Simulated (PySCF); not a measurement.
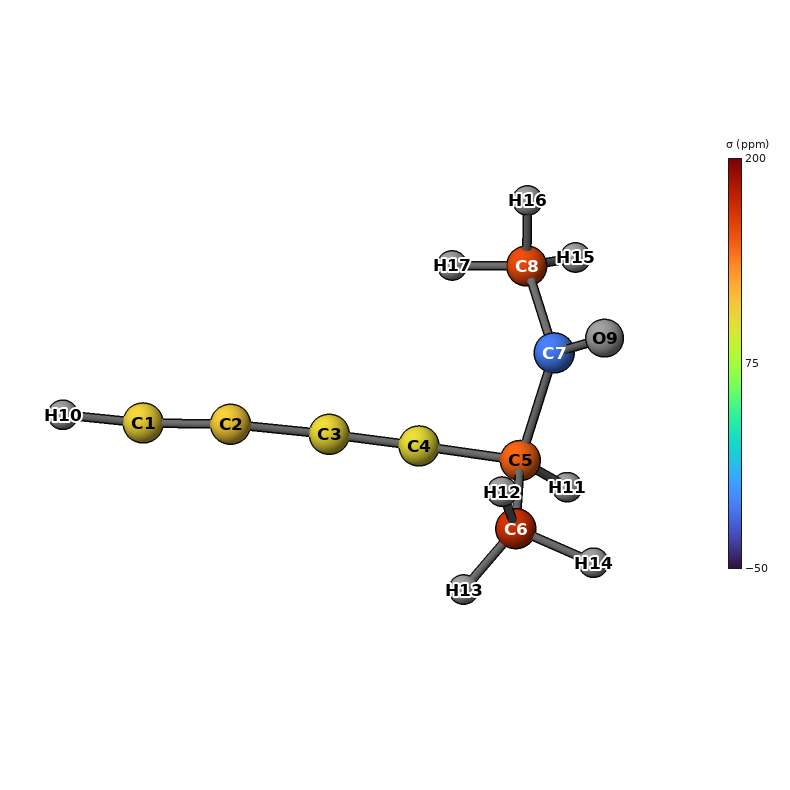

Atoms are coloured by their isotropic NMR shieldings (C only, the others grey). Geometry: a frame of a GFN2-xTB molecular-dynamics simulation, not a minimum. Properties computed with GIAO PBE0/pcSseg-1 NMR shielding, non-relativistic, gas phase (PySCF 2.14.0).

Give the isotropic NMR shieldings of the C atoms atom by atom.

```
atom  σ (ppm)
  C1    105.7
  C2    109.6
  C3    104.2
  C4    102.1
  C5    146.4
  C6    166.8
  C7    −11.7
  C8    155.9
```
